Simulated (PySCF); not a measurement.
Ga(Me)(NH2)2, CH7GaN2, SMILES [CH3][Ga]([NH2])[NH2] at its CAM-B3LYP/def2-SVP optimised geometry (Å):

```
11

Ga    -0.2038    -0.0147     0.0000
C     -1.2441    -1.6734    -0.0102
H     -1.4905    -1.9631    -1.0432
H     -2.1901    -1.5553     0.5378
H     -0.6826    -2.5019     0.4448
N     -0.9960     1.6196     0.0000
H     -1.9984     1.7595     0.0033
H     -0.4998     2.5019    -0.0149
N      1.6124    -0.0147     0.0000
H      2.1901     0.8167    -0.0072
H      2.1753    -0.8556     0.0175
```

Calculation: CAM-B3LYP/def2-TZVP run with PySCF. Cells within 0.4 Å of a nucleus heavier than hydrogen are left out (blank, or x).

Map of the Laplacian of the electron density (e/bohr⁵), clipped to [-1.50, 1.50] on the plane z = 0.0 Å:

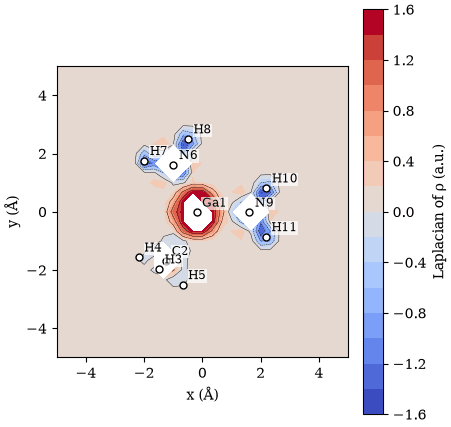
Figure. Laplacian of the electron density (e/bohr⁵), clipped to [-1.50, 1.50] on the plane z = 0.0 Å.
